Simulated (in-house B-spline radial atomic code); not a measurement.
# Run report: He, many-body perturbation calculation

He. Computed at this level: configuration interaction of two valence electrons with many-body perturbation theory for the core (screened one- and two-electron correlation potentials), Breit and QED, no-pair Dirac, B-spline basis (in-house B-spline radial atomic code).

Input:
```
basis_form = 3
Z = 2
core_configuration = 
rms_radius = 1.6755
mass_number = 4
speed_of_light = 137.035999084
box_radius = 45.0
lmax = 6
intervals = 71
virtual_cutoff = 300.0
```

The run was one of a batch that the task file lists, launched with:
```bash
python <driver script> task.json out
```

The program writes its results to a structured record and prints no log; tables and figures of this report are taken from that record.

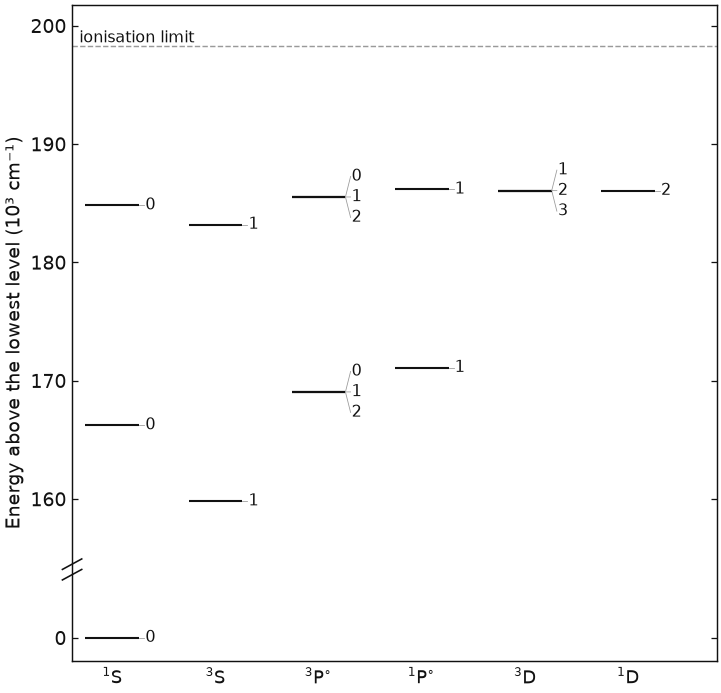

**Figure 1.** Levels of the He atom, two electrons outside the core bare nucleus. CI+MBPT: configuration interaction in the frozen-core Dirac–Hartree–Fock potential with screened core-valence correlation, Breit and QED terms; computed with a B-spline radial code. The lowest level is 1s² ¹S₀. The first excited level, 1s 2s ³S₁, lies at 160,000 cm⁻¹. The lowest level of opposite parity, 1s 2p ³P°₂, is at 169,000 cm⁻¹. The ionisation energy is 24.58 eV, against 24.58 eV from CI without core-valence correlation and a measured value of 24.59 eV.

| Level | E (cm⁻¹) | measured |
| --- | --- | --- |
| 1s² ¹S₀ | 0 | 0 |
| 1s 2s ³S₁ | 159,800 | 159,900 |
| 1s 2s ¹S₀ | 166,200 | – |
| 1s 2p ³P°₂ | 169,000 | 169,100 |
| 1s 2p ³P°₁ | 169,000 | 169,100 |
| 1s 2p ³P°₀ | 169,000 | 169,100 |
| 1s 2p ¹P°₁ | 171,100 | 171,100 |
| 1s 3s ³S₁ | 183,200 | 183,200 |
| 1s 3s ¹S₀ | 184,800 | 184,900 |
| 1s 3p ³P°₂ | 185,500 | 185,600 |
| 1s 3p ³P°₁ | 185,500 | 185,600 |
| 1s 3p ³P°₀ | 185,500 | 185,600 |
| 1s 3d ³D₃ | 186,100 | 186,100 |
| 1s 3d ³D₂ | 186,100 | 186,100 |
| 1s 3d ³D₁ | 186,100 | 186,100 |
| 1s 3d ¹D₂ | 186,100 | 186,100 |

Summary:

- outcome: converged
- hardware: 1 CPU thread, shared host
- wall time: 1.8 min

Notes:

Limits: the outer n is counted by energy, so a perturber such as np2 can shift it by one.
